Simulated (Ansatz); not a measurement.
FH₃O₂Si

The calculation's input:

```
crystal:
  periodic: [false, false, false]
  atoms:
    - { symbol: Si, position_ang: [0.0, 0.0, 0.0] }
    - { symbol: H, position_ang: [0.0, 0.0, 1.46] }
    - { symbol: O, position_ang: [1.5842, 0.0, -0.5594] }
    - { symbol: H, position_ang: [1.9006, -0.9521, -0.6761] }
    - { symbol: F, position_ang: [-0.7489, 1.2974, -0.5295] }
    - { symbol: O, position_ang: [-0.7913, -1.3709, -0.5594] }
    - { symbol: H, position_ang: [-1.2459, -1.8365, 0.2129] }
basis:
  gaussian: { orbitals: def2-SVP }
hamiltonian:
  xc: hf
relax:
  f_tol: 0.02
  max_steps: 40
output:
  orbitals: {}
```

Run with:

```sh
ansatz run input.yaml --threads 1 --pin off --max-ram 2048MiB --backend cpu --events-out ev --progress --plain --runs-dir out
```

The fields are those of the run's last geometry, not of the input's.

Theory: RHF/def2-SVP (Ansatz).

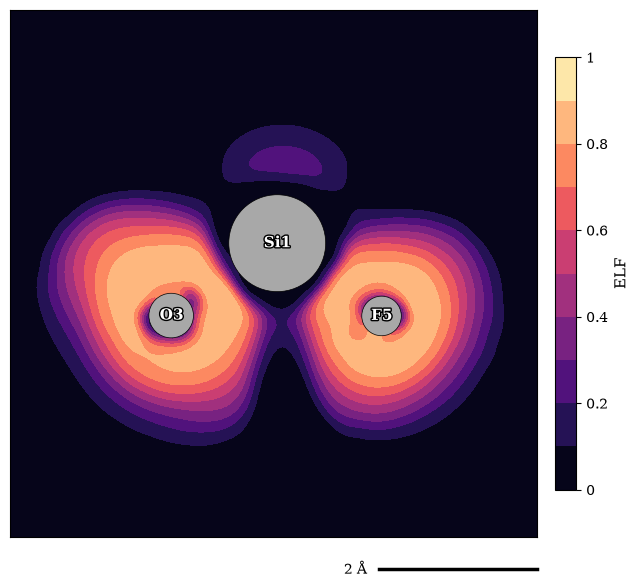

Figure 1. Electron localisation function on the plane of atoms O3, Si1 and F5. Grey discs cover the atomic cores.

Q: What do the fields say about this system?

A: Atoms in the plane: Si, O and F.
Si–F (1.61 Å): the ELF peaks at about 0.85 in the valence shell of F, 0.6 Å from its nucleus, and is about 0.50 at the midpoint.
Si–O (1.62 Å): the ELF peaks at about 0.90 between the atoms, as expected for a short, strongly polar bond.
The ELF also peaks beside F5 and O3, away from the bonds: lone-pair regions.

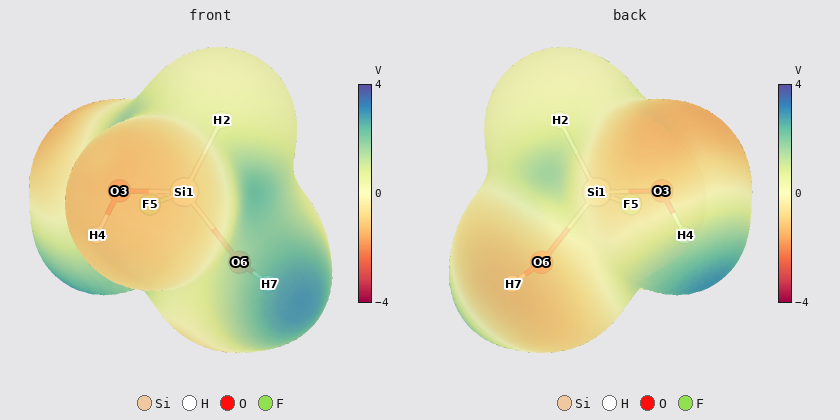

Figure 2. The molecular electrostatic potential painted on the density surface at 0.002 e/bohr³, seen from the front and from behind; red is negative and blue positive.

Q: Describe the electrostatic potential map.

A: The most negative region (about −1.4 V) lies over O3, the most positive (about +3.0 V) over H4 and H7. O3 is the likeliest acceptor of a hydrogen bond.

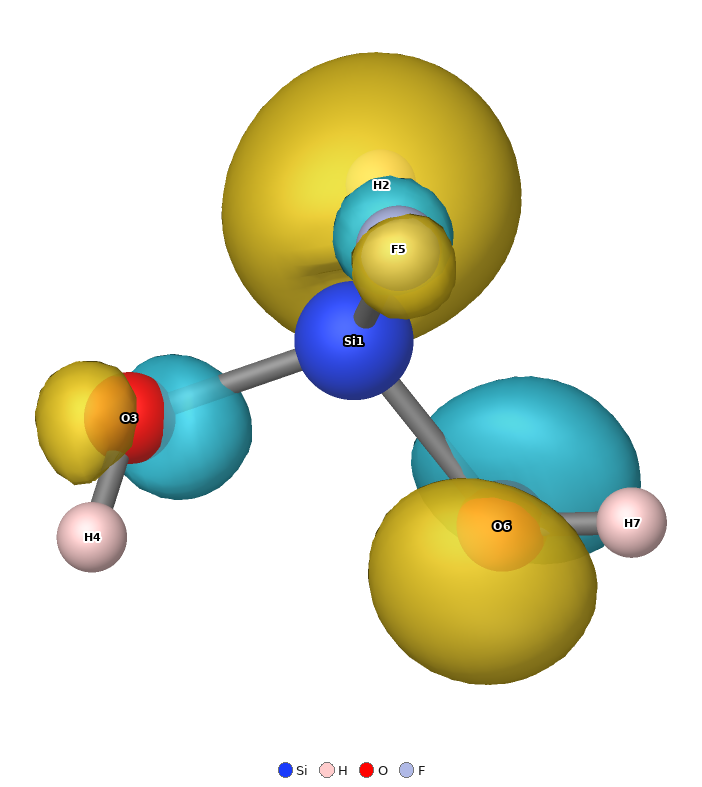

Figure 3. The HOMO at ±0.15 Å⁻³ᐟ² (yellow and cyan are the two phases), seen across its widest extent.

Q: What is the character of this orbital?

A: It lies mainly on O6 (about 35 %), H2 (about 30 %), Si1 (about 25 %) and O3 (about 5 %). Its energy is −13.72 eV.
